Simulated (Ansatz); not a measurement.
# I on Ni(111): change of the work function, part 2 of 3

How does one ordered layer of I (fcc site) change the work function of Ni(111), and what dipole does each adsorbate carry?

Ansatz 0.2.0; plane-wave DFT, PBE, Ansatz PAW.

So far, work function, upper face (eV): step 2 (the clean slab) 5.07.

## Step 3: Adsorbate added

System of this step: Ni16I (I/Ni(111)). The cell holds 17 atoms: 16 Ni and 1 I. Cell: a = 4.978 Å, b = 4.978 Å, c = 26.359 Å, α = 90.0°, β = 90.0°, γ = 60.0°. Vacuum lies along c.

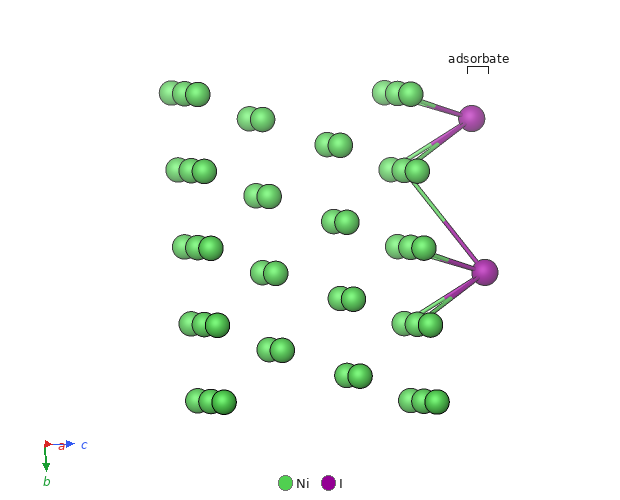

The cell of this step (nickel green, iodine purple). Bonds to atoms that aren't drawn are left out. 1×2×1 cells are drawn. Some periodic images of atoms are drawn too.

The clean slab as it ended is repeated in the plane and the adsorbate is set on one face; the cell's size fixes the coverage, and the k-mesh shrinks with it to keep the sampling density about even. Adsorbate and upper layers relax, since the dipole depends on the height.

The input, input.yaml:

```yaml
crystal:
  lattice:
    - [4.9780317395, 0.0, 0.0]
    - [2.4890158698, 4.3111019473, 0.0]
    - [0.0, 0.0, 26.3592834027]
  atoms:
    - { symbol: Ni, position: [0.0, 0.0, 0.3414356856], spin: 0.7 }
    - { symbol: Ni, position: [0.1666666667, 0.1666666667, 0.4185346308], spin: 0.72 }
    - { symbol: Ni, position: [0.3333333333, 0.3333333333, 0.4953771722], spin: 0.72 }
    - { symbol: Ni, position: [0.0, 0.0, 0.5714482447], spin: 0.7 }
    - { symbol: Ni, position: [0.0, 0.5, 0.3414356856], spin: 0.7 }
    - { symbol: Ni, position: [0.1666666667, 0.6666666667, 0.4185346308], spin: 0.72 }
    - { symbol: Ni, position: [0.3333333333, 0.8333333333, 0.4953771722], spin: 0.72 }
    - { symbol: Ni, position: [0.0, 0.5, 0.5714482447], spin: 0.7 }
    - { symbol: Ni, position: [0.5, 0.0, 0.3414356856], spin: 0.7 }
    - { symbol: Ni, position: [0.6666666667, 0.1666666667, 0.4185346308], spin: 0.72 }
    - { symbol: Ni, position: [0.8333333333, 0.3333333333, 0.4953771722], spin: 0.72 }
    - { symbol: Ni, position: [0.5, 0.0, 0.5714482447], spin: 0.7 }
    - { symbol: Ni, position: [0.5, 0.5, 0.3414356856], spin: 0.7 }
    - { symbol: Ni, position: [0.6666666667, 0.6666666667, 0.4185346308], spin: 0.72 }
    - { symbol: Ni, position: [0.8333333333, 0.8333333333, 0.4953771722], spin: 0.72 }
    - { symbol: Ni, position: [0.5, 0.5, 0.5714482447], spin: 0.7 }
    - { symbol: I, position: [0.1666666667, 0.1666666667, 0.6585643144] }
magnetization:
  spin_polarized: true
kpoints:
  mp_grid: { grid: [6, 6, 1] }
hamiltonian:
  xc: pbe
scf:
  occupations: { method: fermi_dirac, width: 0.1 }
  convergence: { dr2_threshold: 1.0e-08 }
efield:
  axis: 3
  dipole_correction: true
  ramp_position: 0.97
  ramp_width: 0.06
relax:
  f_tol: 0.02
  max_steps: 60
  constraints: [{ sites: [0, 1, 4, 5, 8, 9, 12, 13] }]
output:
  dos: { projected: true, e_range: [-8, 4] }
  write_potential: true
  write_density: true
  volumetric_format: npy
  elf: true
```

The run is started by

```console
> ansatz run input.yaml --threads 4 --pin off --max-ram 6144MiB --backend cpu --events-out ev --progress --plain --runs-dir out
```

Numbers of over 12 decimals in the logs are rounded to 6 here.

The log of the run:

```text
[...]
Crystal: 17 atoms, lattice volume = 565.691 Å³
Basis set: ecut = 420 eV, 11027 PW (Γ), exchange–correlation on 72×72×360 points (8 copies of the dense FFT grid, shifted against one another)
Bands: 190, of which v1, the nominal top of the filled ones, is band 153 counted from 1 (152 counted from 0)
Symmetry: 6 space group operations
k-points: 7 of 36 (time reversal used)
[...]
Starting moments: Σ|m| = 11.36 μB on 16 of 17 sites
[...]
SCF iter   1: F=—  HF=-100929.601595 eV  |F-HF|=—  |Δ(HF+E_count)|=         —  Δρ=2.43e-2 (↑1.23e-2 ↓2.43e-2)  dr2=3.72e1  dr2_m=7.23e-1  M=11.625 μB ∫|m|=12.237 μB  β_m=1.00  ethr=3.10e-3  p=-0.000 e·Å  D=-3.82e-7 V/Å  ΔV_dip=0.00 eV  dr2_dipole=7.34e0  V_vac-E_F(+/−)=7.04/7.04 eV  ⟨swp⟩=9.5  Hψ=13365  notcnv=0  defer=195
[...]
SCF iter  18: F=-100945.217814 eV  HF=-100945.217814 eV  |F-HF|=2.92e-9  |Δ(HF+E_count)|=   1.57e-9  Δρ=6.41e-7 (↑2.80e-7 ↓6.41e-7)  dr2=4.15e-9  dr2_m=1.93e-10  M=10.592 μB ∫|m|=12.179 μB  ethr=3.28e-12  p=0.054 e·Å  D=1.72e-2 V/Å  ΔV_dip=-0.45 eV  dr2_dipole=3.76e-10  V_vac-E_F(+/−)=4.63/5.08 eV  ⟨swp⟩=14.3  Hψ=20460  notcnv=0
SCF 1 converged in 18 iterations: F = -100945.217814 eV  dr2 = 4.15e-9
[...]
relax step   1: F+E_penalty+E_count = -100945.21781430 eV  Δ(F+E_penalty+E_count) = +0.000e0 eV  max|allowed force component| = 7.940e-1 eV/Å  Δτ_max = 0.0000 Å  (18 SCF iters, accepted)
[...]
SCF iter  16: F=-100945.291651 eV  HF=-100945.291651 eV  |F-HF|=3.36e-9  |Δ(HF+E_count)|=   4.32e-9  Δρ=5.76e-7 (↑2.89e-7 ↓5.76e-7)  dr2=3.60e-9  dr2_m=1.68e-10  M=10.432 μB ∫|m|=12.002 μB  ethr=1.00e-12  p=0.086 e·Å  D=2.74e-2 V/Å  ΔV_dip=-0.72 eV  dr2_dipole=4.88e-10  V_vac-E_F(+/−)=4.36/5.08 eV  ⟨swp⟩=11.4  Hψ=18520  notcnv=0
SCF 2 converged in 16 iterations: F = -100945.291651 eV  dr2 = 3.60e-9
relax step   2: F+E_penalty+E_count = -100945.29165087 eV  Δ(F+E_penalty+E_count) = -7.384e-2 eV  max|allowed force component| = 2.433e-1 eV/Å  Δτ_max = 0.1424 Å  (16 SCF iters, accepted)
SCF iter   1: F=—  HF=-100945.304013 eV  |F-HF|=—  |Δ(HF+E_count)|=         —  Δρ=7.41e-4 (↑4.92e-4 ↓7.41e-4)  dr2=7.06e-3  dr2_m=6.41e-4  M=10.424 μB ∫|m|=11.993 μB  β_m=1.00  ethr=3.80e-5  p=0.086 e·Å  D=2.74e-2 V/Å  ΔV_dip=-0.72 eV  dr2_dipole=1.63e-4  V_vac-E_F(+/−)=4.35/5.08 eV  ⟨swp⟩=3.0  Hψ=4808  notcnv=0  defer=279
[...]
SCF iter  12: F=-100945.302310 eV  HF=-100945.302310 eV  |F-HF|=1.82e-9  |Δ(HF+E_count)|=   3.26e-9  Δρ=4.60e-7 (↑1.80e-7 ↓4.60e-7)  dr2=2.22e-9  dr2_m=2.89e-10  M=10.421 μB ∫|m|=11.990 μB  ethr=1.00e-12  p=0.088 e·Å  D=2.80e-2 V/Å  ΔV_dip=-0.74 eV  dr2_dipole=2.06e-10  V_vac-E_F(+/−)=4.34/5.08 eV  ⟨swp⟩=11.1  Hψ=18614  notcnv=0
SCF 3 converged in 12 iterations: F = -100945.302310 eV  dr2 = 2.22e-9
relax step   3: F+E_penalty+E_count = -100945.30231033 eV  Δ(F+E_penalty+E_count) = -1.066e-2 eV  max|allowed force component| = 9.680e-2 eV/Å  Δτ_max = 0.0144 Å  (12 SCF iters, accepted)
SCF iter   1: F=—  HF=-100945.305450 eV  |F-HF|=—  |Δ(HF+E_count)|=         —  Δρ=5.88e-4 (↑3.87e-4 ↓5.88e-4)  dr2=3.62e-3  dr2_m=4.22e-4  M=10.427 μB ∫|m|=11.996 μB  β_m=1.00  ethr=1.50e-5  p=0.088 e·Å  D=2.80e-2 V/Å  ΔV_dip=-0.74 eV  dr2_dipole=2.62e-4  V_vac-E_F(+/−)=4.34/5.08 eV  ⟨swp⟩=2.9  Hψ=5365  notcnv=0  defer=278
[...]
SCF iter  13: F=-100945.304830 eV  HF=-100945.304830 eV  |F-HF|=9.81e-9  |Δ(HF+E_count)|=  9.31e-10  Δρ=5.73e-7 (↑1.57e-7 ↓5.73e-7)  dr2=8.54e-9  dr2_m=2.75e-10  M=10.427 μB ∫|m|=11.998 μB  ethr=1.57e-12  p=0.087 e·Å  D=2.77e-2 V/Å  ΔV_dip=-0.73 eV  dr2_dipole=2.30e-9  V_vac-E_F(+/−)=4.35/5.08 eV  ⟨swp⟩=11.0  Hψ=17096  notcnv=0
SCF 4 converged in 13 iterations: F = -100945.304830 eV  dr2 = 8.54e-9
relax step   4: F+E_penalty+E_count = -100945.30483002 eV  Δ(F+E_penalty+E_count) = -2.520e-3 eV  max|allowed force component| = 8.149e-3 eV/Å  Δτ_max = 0.0140 Å  (13 SCF iters, accepted)
NSCF: frozen V_eff on 7 k-points
[...]
SCF converged after 13 iterations
Magnetization: 10.4268 μB (157.7134 up, 147.2866 down)
Absolute magnetization: 12.0103 μB (∫|ρ↑−ρ↓|, with the PAW one-centre terms)
[...]
Per-site moments (μB) at R_I (Å): [(0.697562, 1.026719), (0.711414, 1.021447), (0.717560, 1.007843), (0.635694, 1.008981), (0.697562, 1.026719), (0.712999, 1.022019), (0.717560, 1.007843), (0.635694, 1.008981), (0.697562, 1.026719), (0.712999, 1.022019), (0.717560, 1.007843), (0.635694, 1.008981), (0.703156, 1.026719), (0.712999, 1.022019), (0.602219, 1.008981), (0.708146, 1.007843), (0.040046, 1.064385)]
Free energy (F): -100945.304830 eV
[...]
Internal energy: -100944.368086 eV  (E = F + TS)
E sigma→0 (E₀):  -100944.836458 eV
Entropy (-TS):   -0.936744 eV (-55.103 meV/atom)
Fermi energy:    3.175927 eV
Dipole field:    D = 0.027785 V/Å  (p = 0.086861 e·Å, saw-weighted, corrected)
Work function:   Φ+ = 4.3455 eV   Φ− = 5.0779 eV
[...]
--- Forces (eV/Å), atoms counted from 1 ---
  atom   1  Ni    -0.00456620    -0.00263629     0.15028400
  atom   2  Ni    -0.00000000    -0.00000000    -0.13903353
  atom   3  Ni    -0.00269395    -0.00155535    -0.00269580
  atom   4  Ni     0.00577356     0.00333337     0.00226510
  atom   5  Ni     0.00000000     0.00527259     0.15028400
  atom   6  Ni    -0.02928023     0.01690495    -0.14717104
  atom   7  Ni     0.00000000     0.00311071    -0.00269580
  atom   8  Ni    -0.00000000    -0.00666673     0.00226510
  atom   9  Ni     0.00456620    -0.00263629     0.15028400
  atom  10  Ni    -0.00000000    -0.03380990    -0.14717104
  atom  11  Ni     0.00269395    -0.00155535    -0.00269580
  atom  12  Ni    -0.00577356     0.00333337     0.00226510
  atom  13  Ni     0.00000000    -0.00000000     0.12648917
  atom  14  Ni     0.02928023     0.01690495    -0.14717104
  atom  15  Ni    -0.00000000    -0.00000000     0.00814926
  atom  16  Ni     0.00000000     0.00000000    -0.00808582
  atom  17  I      0.00000000     0.00000000     0.00439120
  max |Σ_I F_I| component: 4.30e-5 eV/Å
--- Band table (eV; the first three rows and the last of 14) ---
  k-point 0 ↑: bands = [... 149 lower, 2.6251, 2.7286, 2.7524, 2.7524, 2.7740, 2.7740, 2.7776, 2.9512, ... 33 higher]
  k-point 1 ↑: bands = [... 149 lower, 2.5892, 2.5934, 2.6365, 2.6374, 2.6580, 2.6719, 2.6834, 2.9065, ... 33 higher]
  k-point 2 ↑: bands = [... 149 lower, 2.4909, 2.5349, 2.5445, 2.5636, 2.5715, 2.5936, 2.6381, 2.6608, ... 33 higher]
  k-point 6 ↓: bands = [... 149 lower, 3.1663, 3.1791, 3.1836, 3.2431, 3.2431, 3.2435, 3.2620, 3.2645, ... 33 higher]
--- Relaxed structure (4 steps of the walk, 4 accepted, 0 SCFs on fresh bases) ---
  F+E_penalty+E_count = -100945.30483002 eV   max|allowed force component| = 8.149e-3 eV/Å
  atoms:
    - { symbol: Ni, position: [-1.7959490104491828e-17, -1.7959490104491825e-17, 0.3414356856] }
    - { symbol: Ni, position: [0.166667, 0.166667, 0.4185346308] }
    - { symbol: Ni, position: [0.333149, 0.333149, 0.495082] }
    - { symbol: Ni, position: [-0.00257379, -0.00257379, 0.572302] }
    - { symbol: Ni, position: [0.0, 0.5, 0.3414356856] }
    - { symbol: Ni, position: [0.166667, 0.666667, 0.4185346308] }
    - { symbol: Ni, position: [0.333149, 0.833703, 0.495082] }
    - { symbol: Ni, position: [-0.00257379, 0.505148, 0.572302] }
    - { symbol: Ni, position: [0.5, -1.7959490104895715e-17, 0.3414356856] }
    - { symbol: Ni, position: [0.666667, 0.166667, 0.4185346308] }
    - { symbol: Ni, position: [0.833703, 0.333149, 0.495082] }
    - { symbol: Ni, position: [0.505148, -0.00257379, 0.572302] }
    - { symbol: Ni, position: [0.5, 0.5, 0.3414356856] }
    - { symbol: Ni, position: [0.666667, 0.666667, 0.4185346308] }
    - { symbol: Ni, position: [0.833333, 0.833333, 0.496606] }
    - { symbol: Ni, position: [0.5, 0.5, 0.570001] }
    - { symbol: I, position: [0.166667, 0.166667, 0.653036] }
```

Run time: 5.9 min. Hardware: 4 threads of Arm Neoverse V1, shared host; peak memory 3.2 GiB; 23 min of CPU time.

Relaxation path:

| step | energy less that of the first step (eV) | largest force component (eV/Å) |
| --- | --- | --- |
| 1 | 0.0000 | 0.7940 |
| 2 | -0.0738 | 0.2433 |
| 3 | -0.0845 | 0.0968 |
| 4 | -0.0870 | 0.0081 |

Forces are held to the 6 operations that the run works with; a distortion that breaks them can't arise in this run.

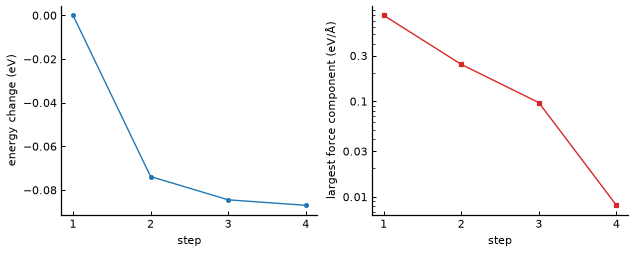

Energy and largest force along the relaxation.

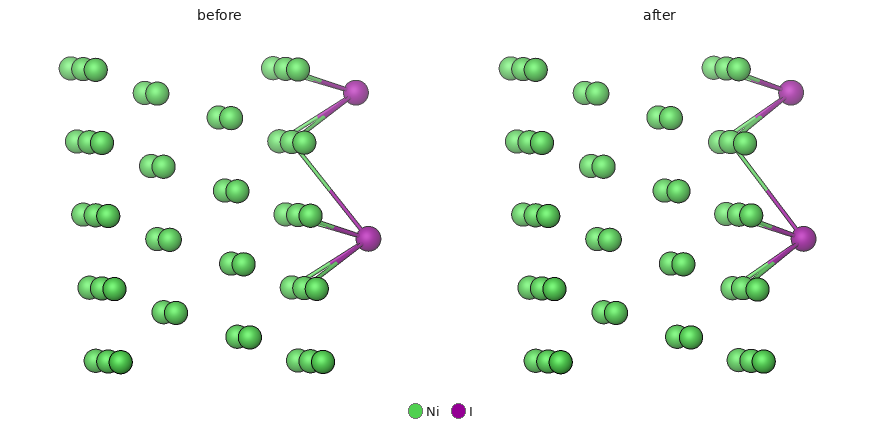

Before and after, at one scale. Bonds to atoms that aren't drawn are left out.

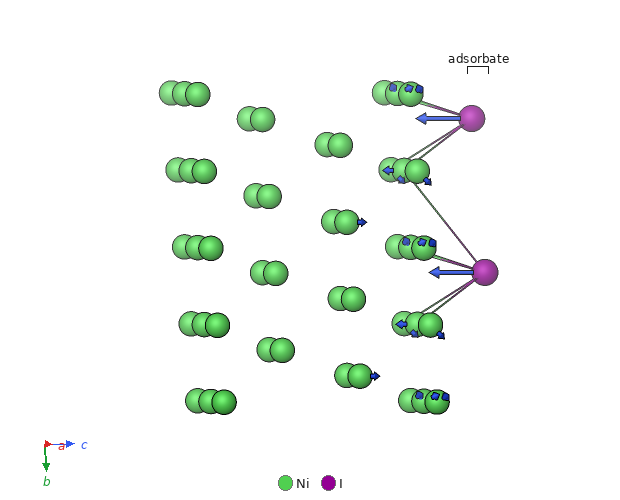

Displacements in the relaxation, exaggerated; the longest in the cell stands for 0.15 Å. Bonds to atoms that aren't drawn are left out. 1×2×1 cells are drawn. Some periodic images of atoms are drawn too.

The atoms that moved most (Å):

| atom | dx | dy | dz | length |
| --- | --- | --- | --- | --- |
| I17 | 0.000 | 0.000 | -0.146 | 0.146 |
| Ni16 | 0.000 | 0.000 | -0.038 | 0.038 |
| Ni15 | 0.000 | 0.000 | 0.032 | 0.032 |
| Ni4 | -0.019 | -0.011 | 0.023 | 0.032 |
| Ni12 | 0.019 | -0.011 | 0.023 | 0.032 |
| Ni8 | 0.000 | 0.022 | 0.023 | 0.032 |
| Ni3 | -0.001 | -0.001 | -0.008 | 0.008 |
| Ni11 | 0.001 | -0.001 | -0.008 | 0.008 |

Final coordinates:

```cif
data_structure
_symmetry_space_group_name_H-M 'P 1'
_symmetry_Int_Tables_number 1
_cell_length_a 4.9780
_cell_length_b 4.9780
_cell_length_c 26.3593
_cell_angle_alpha 90.000
_cell_angle_beta 90.000
_cell_angle_gamma 60.000
_cell_volume 565.69
loop_
_atom_site_label
_atom_site_type_symbol
_atom_site_fract_x
_atom_site_fract_y
_atom_site_fract_z
_atom_site_occupancy
Ni1 Ni 0.00000 0.00000 0.34144 1
Ni2 Ni 0.16667 0.16667 0.41853 1
Ni3 Ni 0.33315 0.33315 0.49508 1
Ni4 Ni 0.99743 0.99743 0.57230 1
Ni5 Ni 0.00000 0.50000 0.34144 1
Ni6 Ni 0.16667 0.66667 0.41853 1
Ni7 Ni 0.33315 0.83370 0.49508 1
Ni8 Ni 0.99743 0.50515 0.57230 1
Ni9 Ni 0.50000 0.00000 0.34144 1
Ni10 Ni 0.66667 0.16667 0.41853 1
Ni11 Ni 0.83370 0.33315 0.49508 1
Ni12 Ni 0.50515 0.99743 0.57230 1
Ni13 Ni 0.50000 0.50000 0.34144 1
Ni14 Ni 0.66667 0.66667 0.41853 1
Ni15 Ni 0.83333 0.83333 0.49661 1
Ni16 Ni 0.50000 0.50000 0.57000 1
I17 I 0.16667 0.16667 0.65304 1
```

This step gave:

```
energy at zero smearing        : -100944.8365 eV
total moment                   : 10.43 μB
work function, upper face      : 4.346 eV
work function, lower face      : 5.078 eV
dipole along the normal        : 0.08686 e·Å
step between the vacuum levels : -0.7324 eV
```

Running mean over 2.032 Å of the planar mean; the ramp of the sawtooth is left out. Electron's electrostatic potential energy less the Fermi level against z:

| z (Å) | electron's electrostatic potential energy less the Fermi level (eV) |
| --- | --- |
| 4 | 5.08 |
| 6 | 5.03 |
| 8 | -3.19 |
| 10 | -10.3 |
| 12 | -10.4 |
| 14 | -10.6 |
| 16 | -5.93 |
| 18 | 1.82 |
| 20 | 4.31 |
| 22 | 4.35 |

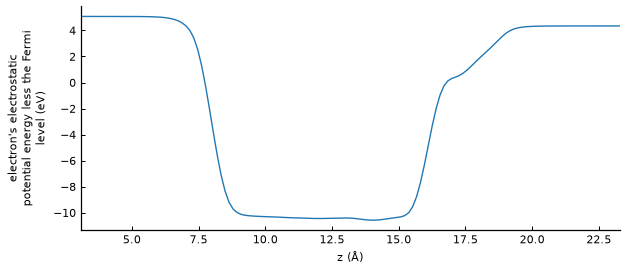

Electron's electrostatic potential energy less the Fermi level, plotted against z.

The density of states has structure finer than the step of the table below, so its rows give means over 0.5 eV, whole bins alone (the curve runs from -8 to 1.98 eV). Peaks (eV: height): total -1.68: 71.9, -1.35: 64.3, -1.05: 66.7, -0.96: 66.7, -0.81: 57.5, -0.69: 92.9, -0.63: 68.7; up -2.98: 34.0, -2.32: 36.5, -2.17: 39.0, -1.68: 41.6, -1.05: 32.0, -0.81: 38.0, -0.69: 48.8; down -1.53: 39.5, -1.35: 42.7, -1.05: 34.7, -0.96: 45.8, -0.69: 44.2, -0.03: 40.4, 0.09: 44.4.

Density of states against energy, zero at the Fermi level; means over each step; values in states/eV a cell:

| energy (eV) | total | up | down |
| --- | --- | --- | --- |
| -7.5 | 1.00 | 0.495 | 0.509 |
| -7.0 | 2.26 | 1.14 | 1.12 |
| -6.5 | 1.94 | 0.982 | 0.955 |
| -6.0 | 3.07 | 1.65 | 1.42 |
| -5.5 | 3.46 | 1.82 | 1.64 |
| -5.0 | 7.10 | 3.98 | 3.12 |
| -4.5 | 11.8 | 8.14 | 3.66 |
| -4.0 | 21.4 | 13.1 | 8.33 |
| -3.5 | 25.4 | 14.7 | 10.7 |
| -3.0 | 25.7 | 13.5 | 12.2 |
| -2.5 | 37.1 | 22.9 | 14.2 |
| -2.0 | 39.0 | 21.1 | 17.9 |
| -1.5 | 48.6 | 20.9 | 27.7 |
| -1.0 | 44.7 | 26.1 | 18.6 |
| -0.5 | 42.0 | 20.2 | 21.8 |
| 0.0 | 28.6 | 2.59 | 26.0 |
| 0.5 | 10.1 | 3.04 | 7.11 |
| 1.0 | 5.52 | 2.40 | 3.12 |
| 1.5 | 5.70 | 3.03 | 2.66 |

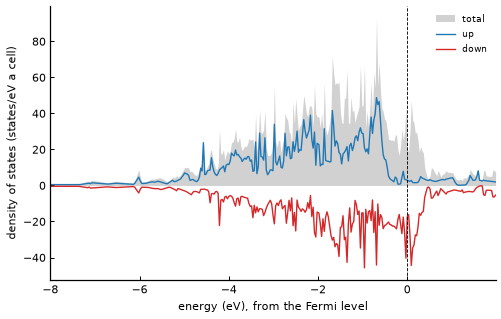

Density of states against energy. Down spins are drawn negative.

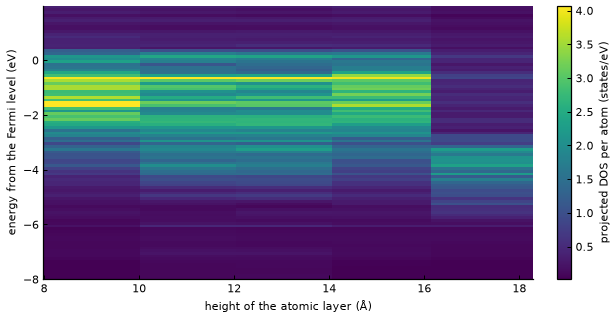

Projected DOS per atom over height of the atomic layer and energy from the Fermi level. Layers: Ni4 Ni4 Ni4 Ni4 I from below.

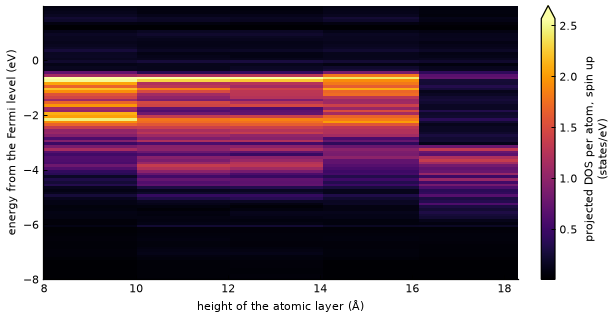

Projected DOS per atom, spin up over height of the atomic layer and energy from the Fermi level. Layers: Ni4 Ni4 Ni4 Ni4 I from below.

[end of part 2 of 3]

[Logs are printed without paths, hosts, clocks, repeated set-up lines and the standing remarks that a program may print on its own settings, such as how far it seeks lower states.]

[Hosts, paths, dates, database ids (printed as entryN), source tags and the programs' standing remarks are cut or masked in the printed files.]

[Maps of the electrostatic potential energy from Ansatz leave out the sawtooth potential of an applied field or a dipole correction, so their vacuum need not be flat; planar profiles and work functions include it.]
